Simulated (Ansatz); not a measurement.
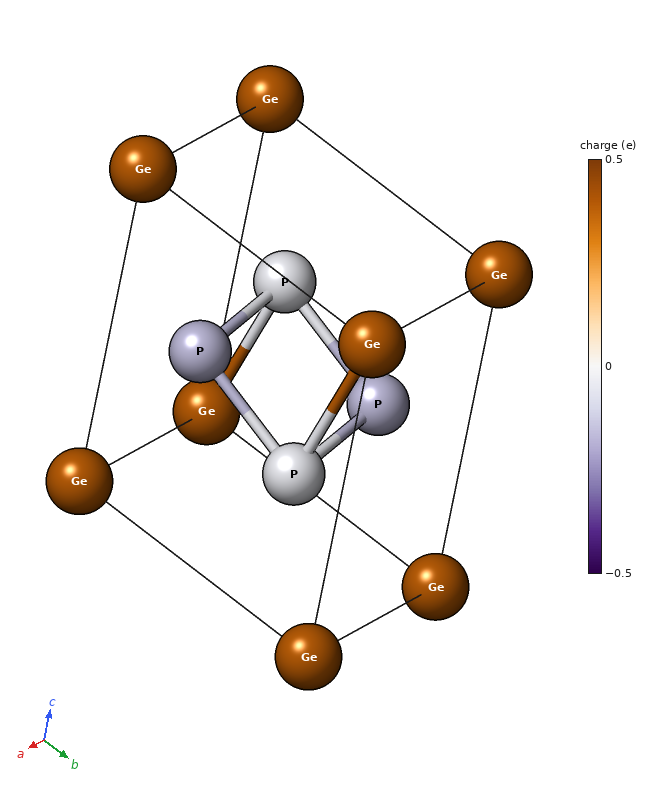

The image is a ball-and-stick drawing of a crystal, viewed slightly off an axis. The lines enclose the cell (the run's own, in a reduced setting); boundary atoms appear with their images. The atoms of this GeP4 cell are coloured by their Bader charge.

Setup: DFT PBE, scalar-relativistic, plane waves, PAW (Ansatz 0.2.0); E_cut = 420 eV, k-points about 0.16 Å⁻¹ apart, Gaussian smearing of 0.1 eV, no spin polarisation.

Question: Summarise the charge transfer.

Answer: Most positive: Ge; most negative: P. Charges: about Ge +0.4 e; P -0.2 to 0.0 e.

Provenance: a structure type filled with these elements by a generator (whether the compound takes this form wasn't checked). Earlier steps of the study may have refined or changed the cell and positions. It was run through Ansatz as a DFT input.
